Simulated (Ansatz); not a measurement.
Consider C2H6GaNO (SMILES C=N[CH2][GaH][OH]).

Input file:

```
crystal:
  periodic: [false, false, false]
  atoms:
    - { symbol: C, position_ang: [-0.079, 1.3557, 0.956] }
    - { symbol: "N", position_ang: [-0.6506, 0.2416, 1.149] }
    - { symbol: C, position_ang: [-1.92912, 0.20822, 1.78174] }
    - { symbol: Ga, position_ang: [-1.98112, 1.06203, 3.64115] }
    - { symbol: O, position_ang: [-0.74228, 1.047, 4.49271] }
    - { symbol: H, position_ang: [0.8376, 1.5205, 0.4538] }
    - { symbol: H, position_ang: [-0.6314, 2.2939, 1.2644] }
    - { symbol: H, position_ang: [-2.25812, -0.77746, 1.96494] }
    - { symbol: H, position_ang: [-2.69306, 0.69639, 1.04099] }
    - { symbol: H, position_ang: [-2.23854, 2.00624, 3.44842] }
    - { symbol: H, position_ang: [0.18581, 0.79004, 4.18018] }
basis:
  gaussian: { orbitals: def2-SVP }
hamiltonian:
  xc: r2scan
relax:
  f_tol: 0.015
  max_steps: 40
output:
  orbitals: {}
```

Run with:

```sh
ansatz run input.yaml --threads 2 --pin off --max-ram 3072MiB --backend cpu --events-out ev --progress --plain --runs-dir out
```

The fields are those of the run's last geometry, not of the input's.

These are results of Ansatz, RKS r2SCAN/def2-SVP, not measurements.

Question: What can the converged electron density and electron localisation function tell about the bonding?

Answer: C–N (1.27 Å): ρ is about 2.8 e/Å³ halfway; the ELF peaks at about 0.90 between the atoms; a multiple bond.
C–N (1.43 Å): the density is about 2 e/Å³ at the midpoint; the ELF peaks at about 0.95 between the atoms: localised, covalent bonding.
C–H (1.10 Å): ρ at the midpoint is about 1.9 e/Å³; the ELF climbs to about 1 towards the hydrogen, as it does in any bond to H: a covalent bond by its length.

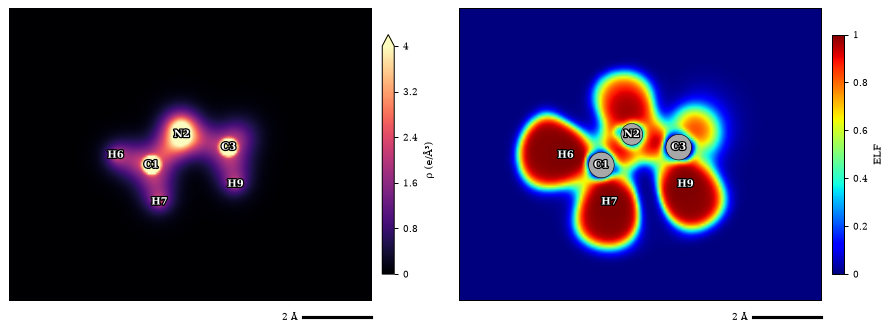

Computed electron density and electron localisation function on the plane of atoms N2, C1 and H6, in this order. Grey discs cover the atomic cores in the ELF map. 
